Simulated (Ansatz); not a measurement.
Electronic density of states of amorphous Nb₁₈O₄₀, density 4.52 g/cm³, on a 2×2×2 Γ-centred mesh with a Gaussian width of 0.1 eV; energies count from the Fermi level. Cell and mesh are small, so fine structure isn't converged. Computed with PBE, scalar-relativistic without spin-orbit coupling (plane waves to 420 eV, PAW; Ansatz, a first-principles code). Sampling: a 2×2×2 Γ-centred mesh; Fermi-Dirac width 0.01 eV; collinear spin, started from moments on atoms (at the end a net moment of 1.9 μB). The usual formal charges leave 10 electrons over, so the level spacing at the Fermi energy parts defect or band states and needn't be the band gap. In the spin-polarised cell the level spacing at the Fermi energy can part levels of unlike spin. The spare electrons fill defect levels or the bottom of the conduction band, and the levels at the Fermi energy are partly filled.

The cell was made by melting and quenching with the CHGNet potential and then relaxed with DFT. O atoms were pushed apart under 1.9 Å during the dynamics, to hinder bonds among them. The hot cell started wider than the set density and was brought back towards it in steps. It is the lowest in DFT energy of 2 quenches. It is a model cell: composition and starting density were chosen by hand, and all elements were melted together. No dispersion term was used. Its density started from a set value of 4.52 and ended at 4.52 g/cm³. The simulated quench (nominally 260 K/ps over its main leg) is rapid and tends to freeze in more defects than a deposited or slowly cooled glass has. A cell of this size samples the disorder only roughly. The volume was held where the preparation left it, at a PBE pressure of -0.5 GPa (tension). Stress components on the final sampling reach 1.8 GPa. On a 2×2×2 Γ-centred mesh force components of up to 0.34 eV/Å stay, since the relaxation ran on the zone centre alone.

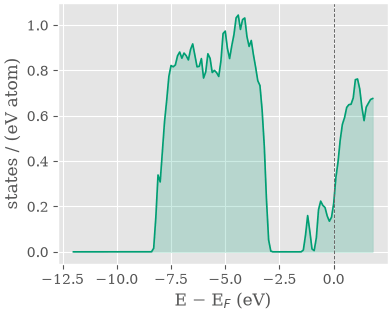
Fig. 1. Density of states per atom
